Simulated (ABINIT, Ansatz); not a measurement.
**ZnS (F-43m): modes at Γ and the response to a field**

Which modes does ZnS (F-43m) have at the zone centre?

Method: DFT LDA, scalar-relativistic, plane waves, PseudoDojo norm-conserving pseudopotentials, in ABINIT 10.8.3.

The database entry behind the starting cell differs from later determinations by our own check (about 0.1 % short), so it need not match the best structure at ambient conditions.

### 1. The starting structure

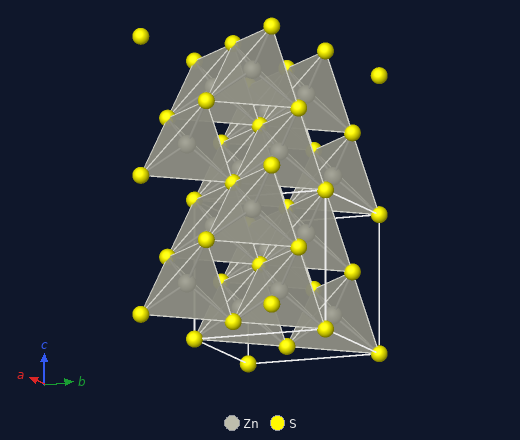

The cell as given, from a free direction (zinc light grey, sulfur yellow). 2×1×2 cells are drawn. This picture shows the conventional cell, with its axes. Bonds to atoms that aren't drawn are left out. Some periodic images of atoms are drawn too.

Structure file:

```cif
data_structure
_symmetry_space_group_name_H-M 'F-43m'
_symmetry_Int_Tables_number 216
_cell_length_a 5.2953
_cell_length_b 5.2953
_cell_length_c 5.2953
_cell_angle_alpha 90.000
_cell_angle_beta 90.000
_cell_angle_gamma 90.000
_cell_volume 148.48
loop_
_atom_site_label
_atom_site_type_symbol
_atom_site_symmetry_multiplicity
_atom_site_Wyckoff_symbol
_atom_site_fract_x
_atom_site_fract_y
_atom_site_fract_z
_atom_site_occupancy
Zn1 Zn 4 d 0.25000 0.25000 0.75000 1
S1 S 4 a 0.00000 0.00000 0.00000 1
```

### 2. Relaxation

The harmonic expansion needs vanishing forces, and a free crystal bears no stress, so cell and atoms are brought to rest. Stress is more sensitive to the basis than forces are: the last 3 Ha under the cutoff are smoothed with ecutsm, and the cutoff is raised above that of the later runs.

The starting cell comes from a relaxation made beforehand in Ansatz (LDA, PseudoDojo NC).

Contents of relax.abi:

```
# relaxation
ionmov 2
optcell 2
dilatmx 1.08
ntime 40
tolmxf 1.0d-05
tolvrs 1.0d-14
prtwf 0
prtden 0
chksymtnons 0

# basis, mesh and filling
ecut 47.0
ecutsm 3.0
ngkpt 8 8 8
nshiftk 1
shiftk 0.0 0.0 0.0
istwfk *1
occopt 1
nband 13
nstep 100
diemac 9.0
prtebands 0
prtgsr 0
useylm 1

# cell and atoms
acell 7.075756814 7.075756814 7.075756814
rprim 
    0.0 0.7071067812 0.7071067812
    0.7071067812 0.0 0.7071067812
    0.7071067812 0.7071067812 0.0
ntypat 2
znucl 30 16
natom 2
typat 1 2
xred 
    0.25 0.25 0.25
    0.0 0.0 0.0
pp_dirpath "./pseudo"
pseudos "Zn.upf, S.upf"
```

Command:

```console
$ OMP_NUM_THREADS=1 mpirun -n 4 abinit relax.abi > relax.log
```

Numbers of over 12 decimals in the logs are rounded to 6 here.

relax.abo, the main output file:

```text
[banners, grids, parts of the stress and lines that vanish by symmetry left out]
- input  file    -> relax.abi
- output file    -> relax.abo
- root for input  files -> relaxi
[...]
Symmetries : space group F-4 3 m (#216); Bravais cF (face-center cubic)
[...]
mpw =        4909          nfft =      110592          nkpt =          29
[...]
== DATASET  1 ==================================================================
[...]
cutoff_energies: {ecut:  47.0, pawecutdg:  -1.0, }
[...]
ETOT  1  -211.83504338230    -2.118E+02 2.867E-01 3.622E+04
 ETOT  2  -213.08473310061    -1.250E+00 2.641E-01 7.485E+04
 ETOT  3  -219.05705814737    -5.972E+00 5.936E-02 1.073E+04
 ETOT  4  -219.61536530373    -5.583E-01 6.929E-03 4.930E+03
 ETOT  5  -219.84528296873    -2.299E-01 3.059E-03 2.153E+03
[...]
At SCF step   22       vres2   =  1.07E-15 < tolvrs=  1.00E-14 =>converged.
[...]
sigma(1 1)=  1.22579905E-07  sigma(3 2)=  0.00000000E+00
  sigma(2 2)=  1.22579905E-07  sigma(3 1)=  0.00000000E+00
  sigma(3 3)=  1.22579905E-07  sigma(2 1)=  0.00000000E+00
[...]
convergence: {deltae:  4.917E-12, res2:  1.068E-15, residm:  9.144E-18, diffor: null, }
etotal    :  -2.20040855E+02
[...]
ETOT  1  -220.04085464533    -2.200E+02 4.345E-12 2.145E-04
[...]
ETOT  8  -220.04085466543     2.092E-11 3.299E-17 3.875E-14
 ETOT  9  -220.04085466545    -2.211E-11 5.678E-19 3.779E-15
 At SCF step    9       vres2   =  3.78E-15 < tolvrs=  1.00E-14 =>converged.
[...]
sigma(1 1)=  9.00881795E-08  sigma(3 2)=  0.00000000E+00
  sigma(2 2)=  9.00881795E-08  sigma(3 1)=  0.00000000E+00
  sigma(3 3)=  9.00881795E-08  sigma(2 1)=  0.00000000E+00
[...]
convergence: {deltae: -2.211E-11, res2:  3.779E-15, residm:  5.678E-19, diffor: null, }
etotal    :  -2.20040855E+02
[...]
At Broyd/MD step   2, gradients are converged :
[...]
sigma(1 1)=  9.00881795E-08  sigma(3 2)=  0.00000000E+00
  sigma(2 2)=  9.00881795E-08  sigma(3 1)=  0.00000000E+00
  sigma(3 3)=  9.00881795E-08  sigma(2 1)=  0.00000000E+00
[...]
- sigma(1 1)=  2.65048575E-03  sigma(3 2)=  0.00000000E+00
- sigma(2 2)=  2.65048575E-03  sigma(3 1)=  0.00000000E+00
- sigma(3 3)=  2.65048575E-03  sigma(2 1)=  0.00000000E+00
[...]
fcart     -0.0000000000E+00 -0.0000000000E+00 -0.0000000000E+00
           strten      9.0088179482E-08  9.0088179475E-08  9.0088179481E-08
================================================================================

[key lines of the parts left out:]
pressure_GPa:  -2.6505E-03
Total energy (etotal) [Ha]= -2.20040854665450E+02
```

It took 82 s on 4 MPI ranks of Intel Xeon at 2.70GHz, shared host.

Little changed from the start: no atom moved by 0.005 Å and no cell edge by 0.1 %.

Read from the output:

- volume per atom: 18.56 Å³
- pressure: -0.002650 GPa

### 3. Self-consistent run for the response

The response is built on these wavefunctions, so the potential is converged far more tightly than an energy would need. The mesh is shifted off Γ, since shifted meshes converge sums over the zone faster.

Contents of gs.abi:

```
# ground state
tolvrs 1.0d-16
prtden 1
prtwf 1

# basis, mesh and filling
ecut 38.0
ngkpt 6 6 6
nshiftk 4
shiftk 
    0.5 0.5 0.5
    0.5 0.0 0.0
    0.0 0.5 0.0
    0.0 0.0 0.5
istwfk *1
occopt 1
nband 13
nstep 100
diemac 9.0
prtebands 0
prtgsr 0
useylm 1

# cell and atoms
acell 7.075730794 7.075730794 7.075730794
rprim 
    0.0 0.7071067812 0.7071067812
    0.7071067812 0.0 0.7071067812
    0.7071067812 0.7071067812 0.0
ntypat 2
znucl 30 16
natom 2
typat 1 2
xred 
    0.25 0.25 0.25
    0.0 0.0 0.0
pp_dirpath "./pseudo"
pseudos "Zn.upf, S.upf"
```

Command:

```console
$ OMP_NUM_THREADS=1 mpirun -n 4 abinit gs.abi > gs.log
```

gs.abo, the main output file:

```text
[banners, grids, parts of the stress and lines that vanish by symmetry left out]
- input  file    -> gs.abi
- output file    -> gs.abo
- root for input  files -> gsi
[...]
Symmetries : space group F-4 3 m (#216); Bravais cF (face-center cubic)
[...]
mpw =        2815          nfft =       64000          nkpt =          28
[...]
== DATASET  1 ==================================================================
[...]
cutoff_energies: {ecut:  38.0, pawecutdg:  -1.0, }
[...]
ETOT  1  -211.61419665902    -2.116E+02 4.138E-01 2.158E+04
 ETOT  2  -212.76080364684    -1.147E+00 2.128E-01 4.534E+04
 ETOT  3  -219.05347118083    -6.293E+00 8.951E-02 6.274E+03
 ETOT  4  -219.58840994752    -5.349E-01 2.771E-03 3.036E+03
 ETOT  5  -219.81955398040    -2.311E-01 9.784E-04 1.409E+03
[...]
ETOT 21  -220.04071735524     1.336E-12 1.897E-18 6.207E-16
 ETOT 22  -220.04071735523     1.370E-11 1.657E-19 1.960E-17
 At SCF step   22       vres2   =  1.96E-17 < tolvrs=  1.00E-16 =>converged.
[...]
sigma(1 1)=  1.51510625E-05  sigma(3 2)=  0.00000000E+00
  sigma(2 2)=  1.51510625E-05  sigma(3 1)=  0.00000000E+00
  sigma(3 3)=  1.51510625E-05  sigma(2 1)=  0.00000000E+00
[...]
convergence: {deltae:  1.370E-11, res2:  1.960E-17, residm:  1.657E-19, diffor: null, }
etotal    :  -2.20040717E+02
[...]
sigma(1 1)=  1.51510625E-05  sigma(3 2)=  0.00000000E+00
  sigma(2 2)=  1.51510625E-05  sigma(3 1)=  0.00000000E+00
  sigma(3 3)=  1.51510625E-05  sigma(2 1)=  0.00000000E+00
[...]
- sigma(1 1)=  4.45759649E-01  sigma(3 2)=  0.00000000E+00
- sigma(2 2)=  4.45759649E-01  sigma(3 1)=  0.00000000E+00
- sigma(3 3)=  4.45759649E-01  sigma(2 1)=  0.00000000E+00
[...]
fcart     -3.6789248414E-31  5.2556069163E-32  2.6278034582E-31
           strten      1.5151062501E-05  1.5151062501E-05  1.5151062501E-05
================================================================================

[key lines of the parts left out:]
pressure_GPa:  -4.4576E-01
```

Wall time 32 s (4 MPI ranks); 2.1 min of CPU time.

Read from the output:

```
pressure : -0.4458 GPa
```

The cell stands at -0.45 GPa: the relaxation ran with a smoothed and higher cutoff and on another k mesh.

### 4. The gap at rest

Empty bands on the ground state's density check that the gap assumed so far is there in this cell.

Contents of gap.abi:

```
# empty bands on the ground state's density
iscf -2
getden_filepath "gso_DEN"
tolwfr 1.0d-12
nbdbuf 2
prtwf 0

# basis, mesh and filling
ecut 38.0
ngkpt 8 8 8
nshiftk 1
shiftk 0.0 0.0 0.0
istwfk *1
occopt 1
nband 17
nstep 100
diemac 9.0
prtebands 0
prtgsr 0
useylm 1

# cell and atoms
acell 7.075730794 7.075730794 7.075730794
rprim 
    0.0 0.7071067812 0.7071067812
    0.7071067812 0.0 0.7071067812
    0.7071067812 0.7071067812 0.0
ntypat 2
znucl 30 16
natom 2
typat 1 2
xred 
    0.25 0.25 0.25
    0.0 0.0 0.0
pp_dirpath "./pseudo"
pseudos "Zn.upf, S.upf"
```

Command:

```console
$ OMP_NUM_THREADS=1 mpirun -n 4 abinit gap.abi > gap.log
```

gap.abo, the main output file:

```text
[banners, grids, parts of the stress and lines that vanish by symmetry left out]
- input  file    -> gap.abi
- output file    -> gap.abo
- root for input  files -> gapi
[...]
Symmetries : space group F-4 3 m (#216); Bravais cF (face-center cubic)
[...]
mpw =        2826          nfft =       64000          nkpt =          29
[...]
== DATASET  1 ==================================================================
[...]
cutoff_energies: {ecut:  38.0, pawecutdg:  -1.0, }
[...]
-outvars: echo values of variables after computation
            acell      7.0757307940E+00  7.0757307940E+00  7.0757307940E+00 Bohr
================================================================================
```

Wall time 16 s (4 MPI ranks).

Numbers from this step:

* gap on the k-mesh: 2.129 eV

In this cell the gap on the mesh is 2.1 eV, direct, so fixed occupations hold.

### 5. Linear response at Γ

The derivative of the wavefunctions by k comes first, since the response to a field is built on it; then the field and the displacements that symmetry doesn't supply are solved at q = 0.

It reads the wavefunctions written in step 3.

Contents of dfpt_gamma.abi:

```
ndtset 2

# common to the responses
getwfk_filepath "gso_WFK"
kptopt 2
nqpt 1
qpt 0.0 0.0 0.0
asr 0
chneut 0

# d/dk
rfelfd1 2
rfdir1 1 1 1
iscf1 -3
tolwfr1 1.0d-20

# displacements, field
rfphon2 1
rfatpol2 1 2
rfdir2 1 1 1
rfelfd2 3
getddk2 1
tolvrs2 1.0d-10
prtwf2 0

# basis, mesh and filling
ecut 38.0
ngkpt 6 6 6
nshiftk 4
shiftk 
    0.5 0.5 0.5
    0.5 0.0 0.0
    0.0 0.5 0.0
    0.0 0.0 0.5
istwfk *1
occopt 1
nband 13
nstep 100
diemac 9.0
prtebands 0
prtgsr 0
useylm 1

# cell and atoms
acell 7.075730794 7.075730794 7.075730794
rprim 
    0.0 0.7071067812 0.7071067812
    0.7071067812 0.0 0.7071067812
    0.7071067812 0.7071067812 0.0
ntypat 2
znucl 30 16
natom 2
typat 1 2
xred 
    0.25 0.25 0.25
    0.0 0.0 0.0
pp_dirpath "./pseudo"
pseudos "Zn.upf, S.upf"
```

Command:

```console
$ OMP_NUM_THREADS=1 mpirun -n 4 abinit dfpt_gamma.abi > dfpt_gamma.log
```

dfpt_gamma.abo, the main output file:

```text
[banners, grids, parts of the stress and lines that vanish by symmetry left out]
- input  file    -> dfpt_gamma.abi
- output file    -> dfpt_gamma.abo
- root for input  files -> dfpt_gammai
[...]
DATASET    1 : space group F-4 3 m (#216); Bravais cF (face-center cubic)
[...]
nfft =       64000          nkpt =         432
[...]
DATASET    2 : space group F-4 3 m (#216); Bravais cF (face-center cubic)
[...]
nfft =       64000          nkpt =         432
[...]
== DATASET  1 ==================================================================
[...]
cutoff_energies: {ecut:  38.0, pawecutdg:  -1.0, }
[...]
- 16.00000   6.00000  180309                  znucl, zion, pspdat
[...]
Perturbation : derivative vs k along direction   1
[...]
-ETOT  1  -36.101466783153     -3.610E+01 6.992E-01 0.000E+00
 ETOT  2  -36.252653112066     -1.512E-01 5.931E-02 0.000E+00
 ETOT  3  -36.255980702221     -3.328E-03 5.165E-03 0.000E+00
 ETOT  4  -36.256119746281     -1.390E-04 4.893E-04 0.000E+00
 ETOT  5  -36.256128695507     -8.949E-06 3.543E-05 0.000E+00
[...]
At SCF step   23   max residual=  9.99E-21 < tolwfr=  1.00E-20 =>converged.
[...]
Perturbation : derivative vs k along direction   2
[...]
-ETOT  1  -36.101466782747     -3.610E+01 6.992E-01 0.000E+00
[...]
At SCF step   23   max residual=  9.99E-21 < tolwfr=  1.00E-20 =>converged.
[...]
Perturbation : derivative vs k along direction   3
[...]
-ETOT  1  -36.101466782341     -3.610E+01 6.992E-01 0.000E+00
[...]
At SCF step   23   max residual=  9.99E-21 < tolwfr=  1.00E-20 =>converged.
[...]
1        1       0.9570914214    0.0000000000
     1        2       0.4785457107   -0.0000000000
     1        3       0.4785457107    0.0000000000
     2        1       0.4785457107   -0.0000000000
     2        2       0.9570914214   -0.0000000000
     2        3       0.4785457107   -0.0000000000
     3        1       0.4785457107    0.0000000000
     3        2       0.4785457107   -0.0000000000
     3        3       0.9570914214    0.0000000000
[...]
== DATASET  2 ==================================================================
[...]
cutoff_energies: {ecut:  38.0, pawecutdg:  -1.0, }
[...]
Perturbation : displacement of atom   1   along direction   1
[...]
-ETOT  1   29.494815785576     -2.611E+04 2.319E+01 3.574E+03
[...]
At SCF step   13       vres2   =  7.69E-11 < tolvrs=  1.00E-10 =>converged.
[...]
Perturbation : displacement of atom   2   along direction   1
[...]
-ETOT  1   4.324845     -3.464E+02 3.123E+00 9.904E+02
[...]
At SCF step   11       vres2   =  5.55E-11 < tolvrs=  1.00E-10 =>converged.
[...]
Perturbation : homogeneous electric field along direction   1
[...]
-ETOT  1  -112.82054158599     -1.128E+02 1.250E+01 3.497E+04
[...]
ETOT 12  -122.94591475456     -1.333E-11 9.047E-11 1.996E-10
 ETOT 13  -122.94591475456     -2.984E-12 5.996E-12 2.569E-12
 At SCF step   13       vres2   =  2.57E-12 < tolvrs=  1.00E-10 =>converged.
[...]
Dielectric tensor, in cartesian coordinates,
[...]
1    4   1    4         6.2145479411        -0.0000000000
   1    4   2    4         0.0000000000        -0.0000000000
   1    4   3    4         0.0000000000        -0.0000000000
   2    4   1    4         0.0000000000        -0.0000000000
   2    4   2    4         6.2145479411        -0.0000000000
   2    4   3    4         0.0000000000        -0.0000000000
   3    4   1    4         0.0000000000        -0.0000000000
   3    4   2    4         0.0000000000        -0.0000000000
   3    4   3    4         6.2145479411        -0.0000000000
  Effective charges, in cartesian coordinates,
[...]
1    1   1    4         1.9073673031         0.0000000000
   2    1   1    4        -0.0000000000         0.0000000000
   3    1   1    4         0.0000000000         0.0000000000
   1    2   1    4        -1.9060992446         0.0000000000
   2    2   1    4        -0.0000000000         0.0000000000
[...]
Effective charges, in cartesian coordinates,
[...]
2    4   1    2         0.0000000000         0.0000000000
   3    4   1    2         0.0000000000         0.0000000000
   1    4   2    2         0.0000000000         0.0000000000
   2    4   2    2        -1.9060990935         0.0000000000
   3    4   2    2         0.0000000000         0.0000000000
   1    4   3    2        -0.0000000000         0.0000000000
   2    4   3    2        -0.0000000000         0.0000000000
   3    4   3    2        -1.9060990935         0.0000000000
  Phonon wavevector (reduced coordinates) :  0.00000  0.00000  0.00000
 Phonon energies in Hartree :
[...]
Phonon frequencies in cm-1    :
-  4.080205E+00  4.080205E+00  4.080205E+00  2.918448E+02  2.918448E+02
-  2.918448E+02
  Phonon at Gamma, with non-analyticity in the
[...]
Phonon energies in Hartree :
[...]
Phonon frequencies in cm-1    :
-  4.080205E+00  4.080205E+00  4.080301E+00  2.918448E+02  2.918448E+02
-  3.481522E+02
  Phonon at Gamma, with non-analyticity in the
[...]
Phonon energies in Hartree :
[...]
Phonon frequencies in cm-1    :
-  4.080205E+00  4.080205E+00  4.080301E+00  2.918448E+02  2.918448E+02
-  3.481522E+02
  Phonon at Gamma, with non-analyticity in the
[...]
Phonon energies in Hartree :
[...]
Phonon frequencies in cm-1    :
-  4.080205E+00  4.080205E+00  4.080301E+00  2.918448E+02  2.918448E+02
-  3.481522E+02
[...]
fcart2     0.0000000000E+00  0.0000000000E+00  0.0000000000E+00
           strten2     0.0000000000E+00  0.0000000000E+00  0.0000000000E+00
================================================================================
```

Run time: 24 min. Hardware: 4 MPI ranks; 1.6 h of CPU time.

Read from the output:

| Quantity | Value |
| --- | --- |
| miss of the charge sum rule | 0.001268 e |
| largest acoustic frequency at the zone centre before the sum rule | 4.08 cm⁻¹ |
| highest optical zone-centre mode (no LO-TO term) | 291.8 cm⁻¹ |
| lowest optical zone-centre mode | 291.8 cm⁻¹ |
| mean high-frequency dielectric constant | 6.215 |
| largest Born charge in size (third of the trace) | 1.907 e |

Born charge (rows field, columns displacement), before the sum rule (e), principal values of the symmetric part by kind of site:

```
atom  atoms with these values    low  middle   high   mean
 Zn1                        1   1.91    1.91   1.91   1.91
  S2                        1  -1.91   -1.91  -1.91  -1.91
```

In full for S2:

```
-1.91  0.00  0.00
 0.00 -1.91  0.00
 0.00  0.00 -1.91
```

High-frequency dielectric tensor:

```
6.21 0.00 0.00
0.00 6.21 0.00
0.00 0.00 6.21
```

The acoustic modes at Γ come out as far as 4.1 cm⁻¹ from zero, where they should vanish, a small numerical error; the Born charges miss their sum rule by 0.0013 e, which is good.

[end of part 1 of 3]

[Host names and launcher messages were left out of these logs when they were recorded.]

[Logs are printed without paths, hosts, clocks, repeated set-up lines and the standing remarks that a program may print on its own settings, such as how far it seeks lower states.]

[Hosts, paths, dates, database ids (printed as entryN), source tags and the programs' standing remarks are cut or masked in the printed files.]
